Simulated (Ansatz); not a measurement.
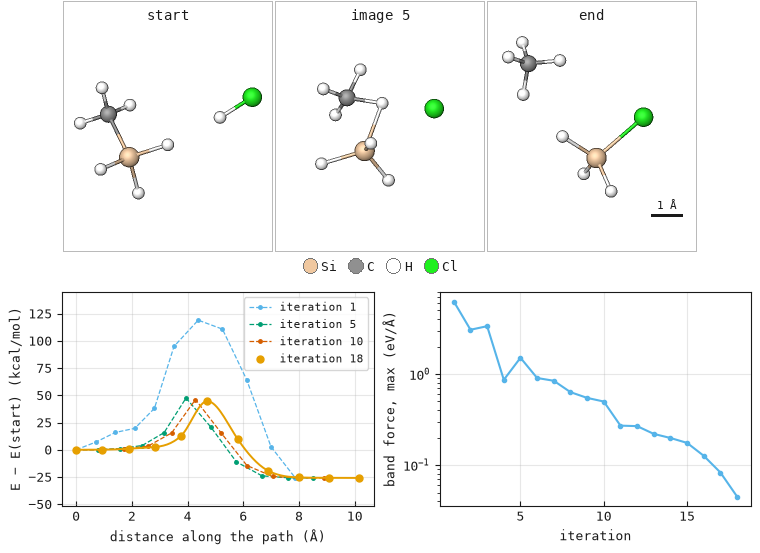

A search for the minimum-energy path of CH7ClSi by the nudged elastic band. Images are numbered from 0 (start) to 10 (end). The plot follows the band through its iterations. The picture is a ball-and-stick view, seen at a tilt.

Level of theory: Ansatz, RKS B3LYP/6-31G*. Settings: 9 movable images; climbing image; force threshold 0.05 eV/Å; iteration limit 60; starting path through a guess of the saddle point.

**Judge this run.**

The result is final at these settings. The band converged in 18 iterations. The largest component of the band force went from 6.3 to 0.045 eV/Å. The climbing image converged on the top of the path. Its vibrational analysis gives one imaginary mode (601i cm⁻¹), as a transition state must have. The first iteration put the highest image at 119.0 kcal/mol. The energy climbs by 44.7 kcal/mol to image 5 and then falls by 70.5 kcal/mol, so the end point sits at −25.8 kcal/mol.

Cost: 6.4 min on 1 thread of Arm Neoverse V2 (shared host), peak memory 0.14 GiB.
